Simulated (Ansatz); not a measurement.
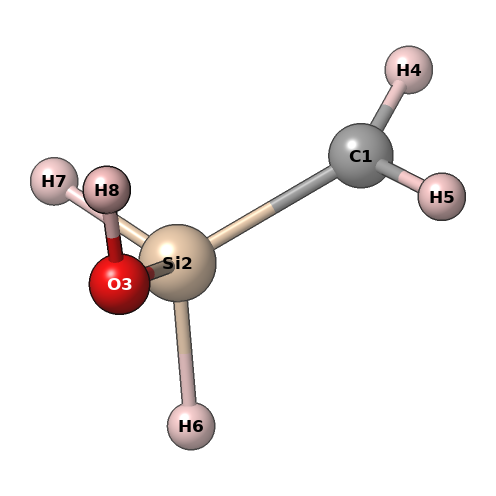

The picture comes from a calculation with Ansatz.

Si2 lies behind O3. The molecule seen a little off the O3–Si2 bond, O3 in front. Depth is shown by fading: the farther an atom, the more it takes the colour of the background. Charge 0, doublet. Geometry: moved along internal coordinates away from the minimum.

### What is the torsion angle H8–O3–Si2–C1? The sign is positive where the front bond must turn clockwise to cover the back bond.

58°, synclinal (gauche).
